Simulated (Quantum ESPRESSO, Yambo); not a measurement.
# A GW chain in Yambo: BN (Qingsongite), part 2 of 2

How does a plane-wave GW calculation on BN (Qingsongite) run from the first input to the gap?

Quantum ESPRESSO 7.5 and Yambo 5.3.0; PBE and many-body steps on it, plane waves. Known limits of the many-body steps: not at the basis limit; coarse k mesh.

So far. Step 3 (Bands along the symmetry lines): The gap is 4.535 eV, as in the run before at this level. Step 4 (Empty states on the mesh, 6×6×6 mesh, 53 bands): On this mesh the gap is 4.535 eV.

## 5. Conversion and set-up

This step: Yambo 5.3.0; conversion and set-up on PBE, plane waves, norm-conserving pseudopotentials.

The states are converted to the many-body program's format and the q mesh is built.

Run with:

```sh
$ (cd o/x.save; p2y > p2y.log; mv SAVE ../..); yambo > setup.log
```

The program printed:

```text
 Yambo, version 5.3.0

 [02] CORE Variables Setup
 =========================

  [02.01] Unit cells
  ==================

  Cell kind             :  FCC
  Atoms in the cell     :  B  N
  number of B  atoms    :  1
  number of N  atoms    :  1

  List of atomic masses
  Mass of B     :  10.81000
  Mass of N     :  14.00700

  List of atomic coordinates    : [cc]
  B1       :  0.000000  0.000000  0.000000  order 1
  N1       :  1.707840  1.707840  1.707840  order 2

  Alat factors          :  3.415680  3.415680  3.415680 [a.u.]
  Direct lattice volume :  79.70059 [a.u.]
  Direct lattice vectors:  A[ 1 ]  A[ 2 ]  A[ 3 ]
   A[ 1 ]: -0.000000  1.000000  1.000000  [iru]
  -0.000000  3.415680  3.415680  [cc]
   A[ 2 ]:  1.000000  0.000000  1.000000  [iru]
   3.415680  0.000000  3.415680  [cc]
   A[ 3 ]:  1.000000  1.000000 -0.000000  [iru]
   3.415680  3.415680 -0.000000  [cc]

  Recip. lattice volume :  3.112276 [a.u.]
  Recip. lattice vectors:  B[ 1 ]  B[ 2 ]  B[ 3 ]
   B[ 1 ]: -0.500000  0.500000  0.500000  [iku]
  -0.919756  0.919756  0.919756  [cc]
   B[ 2 ]:  0.500000 -0.500000  0.500000  [iku]
   0.919756 -0.919756  0.919756  [cc]
   B[ 3 ]:  0.500000  0.500000 -0.500000  [iku]
   0.919756  0.919756 -0.919756  [cc]

  [02.02] Symmetries
  ==================

  Inversion symmetry    : yes
  Spatial inversion     : no
  Inversion index       :  25
  K-space Time-reversal : yes
  Magnetic symmetries   : no
  Time-reversal derived K-space symmetries:   25   48
  Group table correct   : yes
  Symmetries units      :  [cc]

   [S  1]:   1.0000     -0.11681E-16 -0.11681E-16 -0.11681E-16   1.0000      0.11681E-16  0.11681E-16  0.11681E-16   1.0000
   [S  2]:  -1.0000      0.11681E-16 -0.11681E-16  0.11681E-16  -1.0000      0.11681E-16 -0.11681E-16 -0.11681E-16   1.0000
   [S  3]:  -1.0000     -0.11681E-16  0.11681E-16  0.11681E-16   1.0000     -0.11681E-16 -0.11681E-16  0.11681E-16  -1.0000
[...]
[S  9]: -0.11681E-16   1.0000     -0.11681E-16  0.11681E-16 -0.11681E-16   1.0000       1.0000      0.11681E-16  0.11681E-16
   [S 10]: -0.11681E-16  -1.0000      0.11681E-16  0.11681E-16  0.11681E-16  -1.0000       1.0000     -0.11681E-16 -0.11681E-16
     [... 36 further rows ...]
   [S*47]:   1.0000     -0.11681E-16  0.11681E-16 -0.11681E-16  0.11681E-16  -1.0000      0.11681E-16   1.0000     -0.11681E-16
   [S*48]:   1.0000      0.11681E-16 -0.11681E-16 -0.11681E-16 -0.11681E-16   1.0000      0.11681E-16  -1.0000      0.11681E-16

  [02.03] Reciprocal space
  ========================

  nG shells         :  117
  nG charge         :   6615
  nG WFs            :  1182
  nC WFs            :   869
  G-vecs. in first 11 shells:  [ Number ]
     1    9   15   27   51   59   65   89  113
   137  169
  ...
  Shell energy in first 11 shells:  [ mHa ]
    0.00000      1268.93      1691.90      3383.81      4652.73      5075.71      6767.61      8036.54      8459.51
[...]
WF components:   826
  K [16]         [rlu]:  0.166667 -0.500000 -0.333333
         WF components:   820

  [02.05] Energies & Occupations
  ==============================

  [X] === General ===
  [X] Electronic Temperature                        :  0.000000  0.000000 [eV K]
  [X] Bosonic    Temperature                        :  0.000000  0.000000 [eV K]
  [X] Finite Temperature mode                       : no
  [X] El. density                                   :  0.67737E+24 [cm-3]
  [X] Fermi Level                                   :  11.15554 [eV]

  [X] === Gaps and Widths ===
  [X] Conduction Band Min                           :  4.534823 [eV]
  [X] Valence Band Max                              :  0.000000 [eV]
  [X] Filled Bands                                  :   4
  [X] Empty Bands                                   :    5   53
  [X] Direct Gap                                    :  8.878135 [eV]
  [X] Direct Gap localized at k                     :  1
  [X] Indirect Gap                                  :  4.534823 [eV]
  [X] Indirect Gap between kpts                     :   1  13
  [X] Last valence band width                       :  6.145336 [eV]
  [X] 1st conduction band width                     :  5.828507 [eV]

  E @ K [ 1]:  [eV]
   -20.2103    -0.336875E-8 -0.274598E-8   0.00000      8.87814      8.87814      8.87814      10.3660
  occ @ K [ 1]
   2.000000  2.000000  2.000000  2.000000  0.000000  0.000000  0.000000  0.000000
  E @ K [ 2]:  [eV]
  -19.54041  -3.00277  -0.61985  -0.61985   9.39686   9.78647   9.78647  12.24945
  occ @ K [ 2]
[...]
E @ K [ 3]:  [eV]
[...]
occ @ K [ 3]
[...]
E @ K [ 8]:  [eV]
[...]
occ @ K [ 8]
[...]
E @ K [ 9]:  [eV]
[...]
occ @ K [ 9]
[...]
E @ K [10]:  [eV]
[...]
occ @ K [10]
[...]
E @ K [11]:  [eV]
[...]
occ @ K [11]
[...]
E @ K [12]:  [eV]
[...]
occ @ K [12]
[...]
E @ K [13]:  [eV]
[...]
occ @ K [13]
[...]
E @ K [14]:  [eV]
[...]
occ @ K [14]
[...]
E @ K [15]:  [eV]
[...]
occ @ K [15]
[...]
E @ K [16]:  [eV]
  -14.39247  -8.18148  -6.18906  -6.14534   7.83108  12.11010  15.10488  16.81388
  occ @ K [16]
   2.000000  2.000000  2.000000  2.000000  0.000000  0.000000  0.000000  0.000000

 [03] Transferred momenta grid and indexing
 ==========================================

 IBZ Q-points                                      :  16
 BZ  Q-points                                      :  216

 K/Q-points units:
 rlu = crystal or reduced units; cc = cartesian coordinates; iku = interal k-units

 Q [ 1]         [rlu]:  0.000000  0.000000  0.000000
 Q [ 2]         [rlu]:  0.14683E-18  0.14683E-18  0.16667
 Q [ 3]         [rlu]: -0.21279E-17 -0.21279E-17  0.33333
[...]
Q [ 8]         [rlu]:  0.44825E-16  0.16667     -0.33333
 Q [ 9]         [rlu]:  0.21279E-17  0.16667     -0.16667
 Q [10]         [rlu]: -0.33909E-16  0.33333      0.33333
     [... 4 further rows ...]
 Q [15]         [rlu]:  0.166667  0.333333 -0.333333
 Q [16]         [rlu]:  0.166667 -0.500000 -0.333333

  [03.01] X indexes
  =================

   [03.01.01] Sigma indexes
   ========================

 [06] Game Over & Game summary
```

Run time: 1.9 s. Hardware: 1 MPI rank of Arm Neoverse V1, shared host; peak memory 0.23 GiB.

## 6. Screening and self-energy, 6×6×6 mesh, 53 bands, screening to 210.9 eV

Now the one-shot GW correction: screening in the RPA, then the self-energy of the levels asked for.

This step: G0W0 on PBE, plane waves, norm-conserving pseudopotentials.

Contents of gw1.in:

```
HF_and_locXC
gw0
dyson
ppa
em1d
rim_cut
RandQpts= 1000000
RandGvec= 1 RL
EXXRLvcs= 72 Ry
VXCRLvcs= 288 Ry
Chimod= "HARTREE"
% BndsRnXp
 1 | 53 |
%
NGsBlkXp= 15.5 Ry
% LongDrXp
 1 | 1 | 1 |
%
% GbndRnge
 1 | 53 |
%
DysSolver= "n"
ExtendOut
PPAPntXp= 27.21138 eV
% QPkrange
 1 | 16 | 2 | 8 |
%
```

Run with:

```sh
$ OMP_NUM_THREADS=1 mpirun -n 4 yambo -F gw1.in -J gw1 -C gw1 > gw1.log
```

The program printed:

```text
 Yambo, version 5.3.0

 [02] CORE Variables Setup
 =========================

  [... cell, symmetries and grids as in the set-up ...]

  [02.05] Energies & Occupations
  ==============================

  [X] === General ===
  [X] Electronic Temperature                        :  0.000000  0.000000 [eV K]
  [X] Bosonic    Temperature                        :  0.000000  0.000000 [eV K]
  [X] Finite Temperature mode                       : no
  [X] El. density                                   :  0.67737E+24 [cm-3]
  [X] Fermi Level                                   :  11.15554 [eV]

  [X] === Gaps and Widths ===
  [X] Conduction Band Min                           :  4.534823 [eV]
  [X] Valence Band Max                              :  0.000000 [eV]
  [X] Filled Bands                                  :   4
  [X] Empty Bands                                   :    5   53
  [X] Direct Gap                                    :  8.878135 [eV]
  [X] Direct Gap localized at k                     :  1
  [X] Indirect Gap                                  :  4.534823 [eV]
  [X] Indirect Gap between kpts                     :   1  13
  [X] Last valence band width                       :  6.145336 [eV]
  [X] 1st conduction band width                     :  5.828507 [eV]

 [03] Transferred momenta grid and indexing
 ==========================================

 IBZ Q-points                                      :  16
 BZ  Q-points                                      :  216

 K/Q-points units:
 rlu = crystal or reduced units; cc = cartesian coordinates; iku = interal k-units

 Q [ 1]         [rlu]:  0.000000  0.000000  0.000000
 Q [ 2]         [rlu]:  0.14683E-18  0.14683E-18  0.16667
 Q [ 3]         [rlu]: -0.21279E-17 -0.21279E-17  0.33333
 Q [ 4]         [rlu]: -0.10686E-16 -0.10686E-16 -0.50000
 Q [ 5]         [rlu]: -0.16955E-16  0.16667      0.16667
 Q [ 6]         [rlu]:  0.14683E-18  0.16667      0.33333
 Q [ 7]         [rlu]:  0.53383E-16  0.16667      0.50000
 Q [ 8]         [rlu]:  0.44825E-16  0.16667     -0.33333
 Q [ 9]         [rlu]:  0.21279E-17  0.16667     -0.16667
 Q [10]         [rlu]: -0.33909E-16  0.33333      0.33333
     [... 4 further rows ...]
 Q [15]         [rlu]:  0.166667  0.333333 -0.333333
 Q [16]         [rlu]:  0.166667 -0.500000 -0.333333

 [04] Coloumb potential Random Integration (RIM)
 ===============================================

  [04.01] RIM initialization
  ==========================

  * Diagonal components only detected *

  8 x (sBL volume)        :  0.115269 [a.u.]
  sBZ random points       :  1000000
  Points outside the sBZ  :   7996195
  RL volume               :  3.112276 [a.u.]
  Integrated volume       :  3.113757 [a.u.]

  [04.02] RIM integrals
  =====================

  Gamma point sphere radius             :  0.088279 [a.u.]
  Points outside the sphere             :   799659
  [Int_sBZ(q=0) 1/q^2]*(Vol_sBZ)^(-1/3) =:  7.764404
                                 should be <:  7.795600

  Summary of Coulomb integrals for non-metallic bands |Q|[au] RIM/Bare

  Q [1] 0.100000E-4 0.995998 * Q [2] 0.265511 1.064860
  Q [5] 0.306585 1.063764 * Q [9] 0.433577 1.026684
  Q [6] 0.508414 1.019317 * Q [3] 0.531021 1.016823
  Q [10] 0.613171 1.013626 * Q [8] 0.668187 1.011243
  Q [14] 0.685546 1.010640 * Q [7] 0.750978 1.008721
  Q [4] 0.796532 1.007966 * Q [11] 0.796532 1.007972
  Q [12] 0.867154 1.006889 * Q [15] 0.906892 1.006422
  Q [13] 0.919756 1.006154 * Q [16] 0.969508 1.005566

 [05] Dipoles
 ============

  [05.01] Setup: observables and procedures
  =========================================

 [06] Dynamic Dielectric Matrix (PPA)
 ====================================

 [WR./gw1//ndb.pp]---------------------------------------------------------------
  Brillouin Zone Q/K grids (IBZ/BZ)                :   16  216   16  216
  RL vectors                                       :  1211 [WF]
  Coulomb cutoff potential                         : none
  Electronic Temperature                           :  0.000000 [K]
  Bosonic    Temperature                           :  0.000000 [K]
  PPA    diel. fun.  energies                      : Perdew, Burke & Ernzerhof(X)+Perdew, Burke & Ernzerhof(C)
  wavefunctions                                    : Perdew, Burke & Ernzerhof(X)+Perdew, Burke & Ernzerhof(C)
  Global Gauge                                     : length
  X matrix size                                    :   89
  X band range                                     :    1   53
  X e/h energy range                               : -1.000000 -1.000000 [eV]
  X Time ordering                                  : R
  X Hxc Kernel                                     : HARTREE
  X Drude frequency                                :  0.000000  0.000000
  X poles                                          :  100.0000 [o/o]
  RL vectors in the sum                            :  1211
  [r,Vnl] included                                 : yes
  Field direction                                  :  0.577350E-5  0.577350E-5  0.577350E-5
  BZ energy Double Grid                            : no
  BZ energy DbGd points                            : 0
  BZ Q point size factor                           : -1.000000
  X Optical Averaged directions                    : none

 [07] Local Exchange-Correlation + Non-Local Fock
 ================================================

 [VXC] Plane waves :   6615
 [EXS] Plane waves :   893

 QP @ state[ 1 ] K range:   1  16
 QP @ state[ 1 ] b range:   2   8

 [xc] Functional : Perdew, Burke & Ernzerhof(X)+Perdew, Burke & Ernzerhof(C)
 [xc] LIBXC used to calculate xc functional
  PP Number of Atomic Species                      :  2
  NLCC RL compoments                               :   6615
  PP Number of Atomic Species                      :  2
  NLCC RL compoments                               :   6615

 [xc] E_xc :  -3.729117 [Ha]
      E_xc :  -7.458233 [Ry]

  Local XC kind (lXC) : Perdew, Burke & Ernzerhof(X)+Perdew, Burke & Ernzerhof(C)
  Non-Local XC kind (nlXC) : Hartree-Fock

  Corrections @ K [1] :  [eV]
 <2|nlXC|2> = -21.98566 -0.31971E-17 <2|lXC|2> = -18.52042  0.47204E-16
 <3|nlXC|3> = -21.98561  0.25718E-16 <3|lXC|3> = -18.52042  0.37763E-15
 <4|nlXC|4> = -21.98565 -0.38388E-17 <4|lXC|4> = -18.52042 -0.47204E-16
 <5|nlXC|5> = -7.169050  0.46638E-17 <5|lXC|5> = -13.77758  0.18882E-15
 <6|nlXC|6> = -7.169071 -0.27619E-17 <6|lXC|6> = -13.77758  0.000000
 <7|nlXC|7> = -7.169086 -0.70816E-18 <7|lXC|7> = -13.77758 -0.18882E-15
 <8|nlXC|8> = -8.710544  0.76833E-18 <8|lXC|8> = -15.52727  0.47204E-16

  Corrections @ K [2] :  [eV]
 <2|nlXC|2> = -21.60484  0.12043E-16 <2|lXC|2> = -17.13210 -0.37763E-15
 <3|nlXC|3> = -21.77420 -0.85222E-17 <3|lXC|3> = -18.13747  0.18882E-15
 <4|nlXC|4> = -21.77412  0.75415E-17 <4|lXC|4> = -18.13747 -0.37763E-15
[...]
Corrections @ K [3] :  [eV]
[...]
Corrections @ K [4] :  [eV]
[...]
Corrections @ K [5] :  [eV]
[...]
[... 10 further k-points ...]
  Corrections @ K [16] :  [eV]
[...]
<4|nlXC|4> = -20.68876  0.34031E-17 <4|lXC|4> = -15.47060  0.18882E-15
 <5|nlXC|5> = -7.999711 -0.26142E-17 <5|lXC|5> = -13.96424  0.11801E-15
 <6|nlXC|6> = -6.813992  0.15269E-18 <6|lXC|6> = -13.58790 -0.59005E-16
 <7|nlXC|7> = -6.641988  0.16053E-17 <7|lXC|7> = -15.25128 -0.29503E-16
 <8|nlXC|8> = -6.655909 -0.46850E-19 <8|lXC|8> = -15.63395  0.91458E-16

  [07.01] Hartree-Fock occupations report
  =======================================

  [Hartree-Fock] === General ===
  [Hartree-Fock] Electronic Temperature             :  0.000000  0.000000 [eV K]
  [Hartree-Fock] Bosonic    Temperature             :  0.000000  0.000000 [eV K]
  [Hartree-Fock] Finite Temperature mode            : no
  [Hartree-Fock] El. density                        :  0.67737E+24 [cm-3]
  [Hartree-Fock] Fermi Level                        :  11.15554 [eV]

  [Hartree-Fock] === Gaps and Widths ===
  [Hartree-Fock] Conduction Band Min                :  9.694050 [eV]
  [Hartree-Fock] Valence Band Max                   : -3.465227 [eV]
  [Hartree-Fock] Filled Bands                       :   4
  [Hartree-Fock] Empty Bands                        :    5   53
  [Hartree-Fock] Direct Gap                         :  18.95189 [eV]
  [Hartree-Fock] Direct Gap localized at k          :  1
  [Hartree-Fock] Indirect Gap                       :  13.15928 [eV]
  [Hartree-Fock] Indirect Gap between kpts          :   1  13
  [Hartree-Fock] Last valence band width            :  7.898261 [eV]
  [Hartree-Fock] 1st conduction band width          :  7.848589 [eV]

 [08] Dyson equation: Newton solver
 ==================================

  [08.01] G0W0 (W PPA)
  ====================

  [  GW  ] Bands range     :    1   53
  [GW/PPA] G damping       :  0.100000 [eV]

  QP @ state[ 1 ] K range:   1  16
  QP @ state[ 1 ] b range:   2   8

   Sc/G bands                                       :    1   53
   Sc/G damping                                     :  0.100000 ev
   Sc bands terminator                              : no
   Sx RL components                                 :   893

   QP @ state[ 1 ] K range                          :   1  16
   QP @ state[ 1 ] b range                          :   2   8
   GF energies kind                                 : Perdew, Burke & Ernzerhof(X)+Perdew, Burke & Ernzerhof(C)
   GF WF`s kind                                     : Perdew, Burke & Ernzerhof(X)+Perdew, Burke & Ernzerhof(C)
   Xs energies kind                                 : Perdew, Burke & Ernzerhof(X)+Perdew, Burke & Ernzerhof(C)
   Xs WF`s kind                                     : Perdew, Burke & Ernzerhof(X)+Perdew, Burke & Ernzerhof(C)

 [11] Game Over & Game summary
```

Run time: 2.1 min. Hardware: 4 MPI ranks; peak memory 1.2 GiB; 8.3 min of CPU time.

This step gave:

| Item | Value |
| --- | --- |
| G0W0 gap on the mesh | 5.947 eV |
| starting gap on the mesh | 4.535 eV |
| k of the valence top | 0, 0, 0 |
| k of the conduction bottom | 0, -0.5, -0.5 |
| least direct G0W0 gap on the computed points | 10.88 eV |
| Z at the valence top | 0.8281 |
| Z at the conduction bottom | 0.8544 |

The gap on the mesh goes from 4.53 eV to 5.95 eV, a correction of +1.41 eV.

Limits: finite bands, cutoff and mesh; coarse k mesh. v1 is the top filled band, c1 the lowest empty one. Levels before and after the correction, in eV, zero at the valence-band top of each column:

```tsv
	conduction bottom	valence top
Kohn-Sham	4.53	0.00
G0W0	5.95	0.00
```

```tsv
	level	energy (eV)
Kohn-Sham	Γ v3-v1	0.000
Kohn-Sham	Γ c1-c3	8.878
Kohn-Sham	Γ c4	10.366
Kohn-Sham	(0 -0.5 -0.5) v3	-8.907
Kohn-Sham	(0 -0.5 -0.5) v2-v1	-4.907
Kohn-Sham	(0 -0.5 -0.5) c1	4.535
Kohn-Sham	(0 -0.5 -0.5) c2	9.342
Kohn-Sham	(0 -0.5 -0.5) c3-c4	17.910
G0W0	Γ v3-v1	0.000
G0W0	Γ c1-c3	10.881
G0W0	Γ c4	12.061
G0W0	(0 -0.5 -0.5) v3	-9.913
G0W0	(0 -0.5 -0.5) v2-v1	-5.411
G0W0	(0 -0.5 -0.5) c1	5.947
G0W0	(0 -0.5 -0.5) c2	10.883
G0W0	(0 -0.5 -0.5) c3-c4	20.488
```

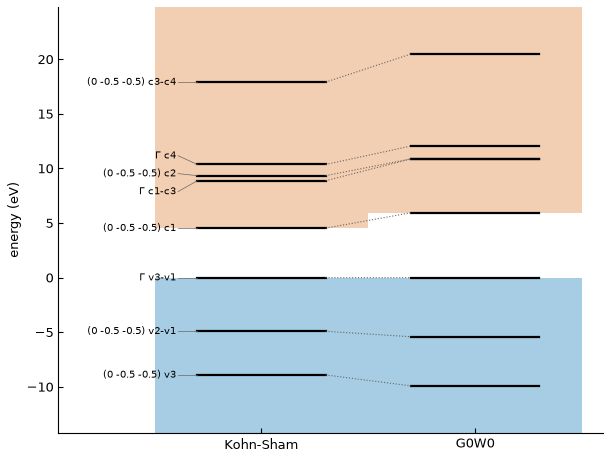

Levels before and after the correction. Shaded: valence and conduction bands.

## 7. Where the time went

Times are wall times on the hardware named with each run, good to a factor of about two.

```tsv
step	time	share	memory (GiB)
ground state	2.3 s	2 %	0.17
bands along the symmetry lines	1.4 s	1 %	0.05
empty states on the mesh	2 s	2 %	0.16
conversion and set-up	1.9 s	1 %	0.23
screening and self-energy	2.1 min	94 %	1.2
```

## 8. Summary of results

```json
{
 "PBE gap": "4.53 eV, indirect",
 "G0W0 gap on the mesh": "5.95 eV",
 "GW settings": "6×6×6 mesh, 53 bands, screening to 210.9 eV, Godby-Needs plasmon pole",
 "known limits": "not at the basis limit; coarse k mesh"
}
```

**Reading.** G0W0 moves the gap on the mesh from 4.53 eV to 5.95 eV (+1.41 eV), with Z of 0.83 and 0.85 at the edges. The dearest step here is «screening and self-energy». Bands and cutoff are finite, so the gap is not at the basis limit. The miss can reach some tenths of an eV and take either sign; the mesh is an error of its own. The 6×6×6 mesh is coarse for this cell, which bears on the long-range parts of exchange and screening.

[Paths, hosts, dates, memory and timing lines, banners, echoed tables and standing remarks are left out of the program output.]

[Logs are printed without paths, hosts, clocks, repeated set-up lines and the standing remarks that a program may print on its own settings, such as how far it seeks lower states.]

[Runs of the session that timed out or met a known fault of the program may be left out.]

[Hosts, paths, dates, database ids (printed as entryN), source tags and the programs' standing remarks are cut or masked in the printed files.]
